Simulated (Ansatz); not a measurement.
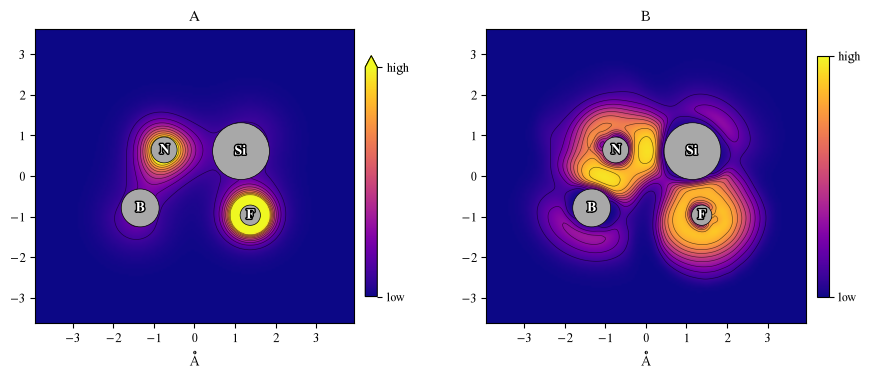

BF$_{3}$H$_{4}$NSi (SMILES FB[NH2+][SiH](F)F) (charge +1): 2 fields on the plane of atoms B1, N5 and Si6, with unlabelled colour scales. Grey discs cover the atomic cores.

Geometry: B3LYP-D3(BJ)/def2-SVP.

Method: Ansatz, isolated molecule in a Gaussian basis; Kohn-Sham density functional theory, functional PBE0.

**Match the panels to the quantities (electron density and electron localisation function).**

Panel A: electron density. Panel B: electron localisation function. From the grid: B–N (1.55 Å): ρ at the midpoint is about 1.5 e/Å³; the ELF peaks at about 0.95 between the atoms (a polar covalent bond). Si–F (1.60 Å): ρ is about 1.1 e/Å³ halfway; the ELF peaks at about 0.85 in the valence shell of F, 0.6 Å from its nucleus, and is about 0.50 at the midpoint.
